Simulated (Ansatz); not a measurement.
**Fields on a plane of AuSb2 (space group Pa-3)**

```
AuSb2
1.0
    6.67437     0.00000     0.00000
    0.00000     6.67437     0.00000
    0.00000     0.00000     6.67437
Sb Au
8 4
Direct
  0.37503   0.12497   0.87503
  0.62497   0.87503   0.12497
  0.12497   0.87503   0.37503
  0.87503   0.12497   0.62497
  0.87503   0.37503   0.12497
  0.12497   0.62497   0.87503
  0.62497   0.62497   0.62497
  0.37503   0.37503   0.37503
  0.00000   0.50000   0.50000
  0.50000   0.50000   0.00000
  0.50000   0.00000   0.50000
  0.00000   0.00000   0.00000
```

The slice is a {100} plane (indices of the conventional cell) through the point (0.375, 0.125, 0.875) (fractional), spanned by u = [100] and v = [010] in vectors of this cell: u (6.67 Å) and v (6.67 Å, at 90° to u). It covers one period; positions are fractions (u, v).

Atoms on it: Sb at (0.00, 0.00); Sb at (0.75, 0.50). Other atoms lie within 1 Å of the plane.

All values below come from PBEsol (plane waves to 420 eV, PAW, scalar-relativistic; Ansatz, a quantum-chemistry and plane-wave program). k mesh 6×6×6. These are valence fields of a PAW run, semicore shells included where kept as valence: close to a nucleus they are smooth pseudo fields. AuSb2 was relaxed with its symmetry unable to fall. Spin-orbit coupling is left out, though Au and Sb are heavy.

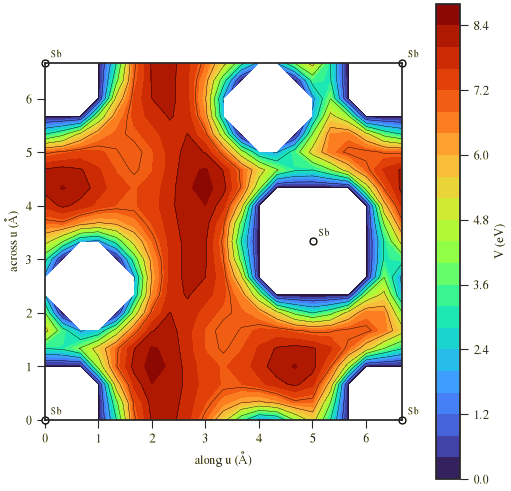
Figure: Electrostatic potential energy of an electron, from the cell's mean, in eV, one period of the plane, atoms marked. Points within 1 Å of a nucleus are left white, as the pseudised field means little there. Values under 0 eV are set to 0. The zero, the cell's mean, hangs on the PAW cores.

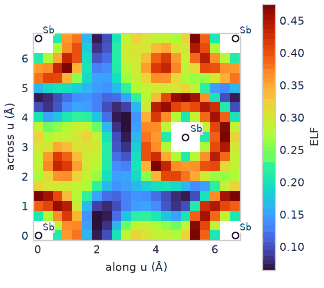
Fig. 1. Electron localisation function (ELF), one period of the plane, atoms marked. Points within 0.5 Å of a nucleus are left white, as the pseudised field means little there.
